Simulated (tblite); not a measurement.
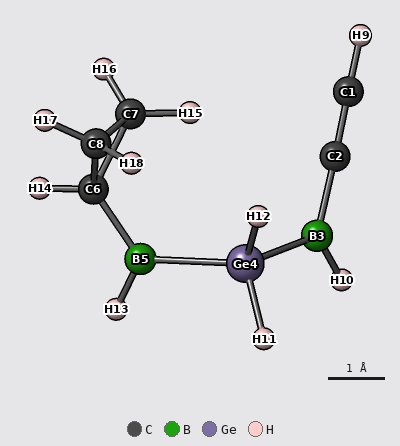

*The input geometry (ball-and-stick view, seen at an oblique angle; atoms are numbered from 1 in the order of the input). Sticks mark near contacts.*

Bond lengths as drawn: B–C 1.49 to 1.53 Å, B–Ge 2.01 to 2.02 Å, B–H 1.17 Å, C–C 1.21 to 1.52 Å, C–H 1.05 to 1.09 Å and Ge–H 1.51 Å.

Run report: C₅H₁₀B₂Ge, frequency calculation

System: C₅H₁₀B₂Ge, SMILES C#C[BH][GeH2][BH]C1CC1.
Method: GFN2-xTB harmonic vibrations, gas phase (tblite 0.8.0).

It belongs to a series of runs on one base structure; here: BH inserted into a C-Ge bond.

The program's output:
```
mode    cm-1     km/mol
  1      32.6      0.27
  2      34.4      0.02
  3      82.1      0.57
  4     112.6      0.31
  5     135.7      0.39
  6     141.2      0.05
  7     231.1      1.50
  8     258.3      1.48
  9     322.4      6.06
 10     367.7     20.53
 11     404.0     13.26
 12     490.4     16.92
 13     544.0     23.23
 14     564.9     14.11
 15     633.9     24.22
 16     637.5      0.40
 17     676.8      9.04
 18     695.7     39.16
 19     707.9     15.72
 20     800.7      0.83
 21     850.7      3.77
 22     878.4      5.81
 23     892.2      1.23
 24     913.7    229.13
 25     920.6     99.68
 26     977.6     41.83
 27    1018.7     55.52
 28    1056.8     25.60
 29    1065.1     29.99
 30    1066.5     12.39
 31    1111.6      1.33
 32    1158.9     13.03
 33    1161.9     89.36
 34    1261.8      5.82
 35    1354.6     23.10
 36    1431.7      0.59
 37    1479.0      0.34
 38    1921.5    391.13
 39    1974.2    590.52
 40    2167.4     20.37
 41    2619.8    142.42
 42    2626.2    159.06
 43    3005.3     56.84
 44    3062.6     15.75
 45    3075.8     14.62
 46    3081.4     15.10
 47    3097.5     75.53
 48    3355.1      0.04
```

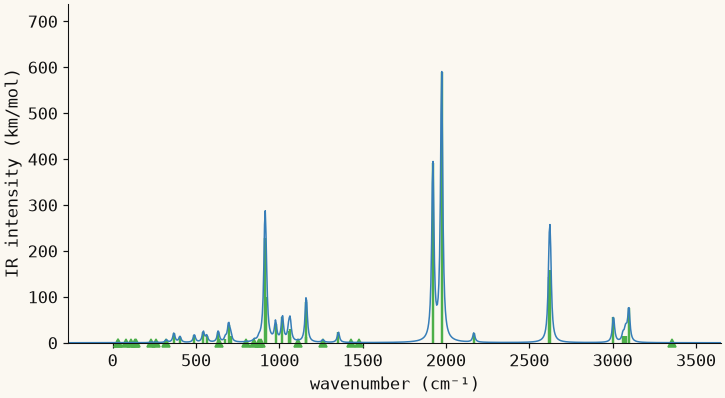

*Harmonic infrared spectrum, unscaled: sticks (degenerate modes added up, dark ones marked on the axis) with a Lorentzian envelope of 16 cm⁻¹ full width, scaled to the tallest stick.*

48 modes from 33 to 3355 cm⁻¹, none imaginary. The strongest line is at 1974 cm⁻¹ (591 km/mol).

This output came from the following input.

Input file:
```
{"job": {"kind": "ir", "xc": "GFN2-xTB", "basis": "xTB"}, "charge": 0, "multiplicity": 1}
C      2.809926     1.941870     0.194718
C      2.669835     0.807659    -0.199066
B      2.453384    -0.595051    -0.656693
Ge     0.793738    -1.577447    -0.071389
B     -0.753434    -1.194163    -1.301274
C     -1.743116    -0.055002    -1.030951
C     -1.293474     1.164456    -0.235209
C     -2.239647     0.217108     0.384336
H      2.945039     2.931180     0.527342
H      3.215598    -1.066922    -1.410348
H      1.067893    -3.057597     0.024258
H      0.484792    -1.263485     1.373144
H     -0.852534    -1.798204    -2.301487
H     -2.484463     0.173318    -1.792525
H     -0.272007     1.178430     0.119574
H     -1.655708     2.127642    -0.563167
H     -3.275005     0.504359     0.493064
H     -1.879577    -0.431833     1.169256
```

The first line tells a small driver script what to run in tblite; the rest is the geometry in Å.

Launched with:
```bash
OMP_NUM_THREADS=1 python <driver script> task.json out
```

Key numbers:

| quantity | value |
| --- | --- |
| outcome | converged |
| total energy | −545.8322 eV |
| zero-point energy | 80.7140 kcal/mol |
| hardware | 1 CPU thread, shared host |
| wall time | 2.2 s |
| peak memory | 0.18 GiB |
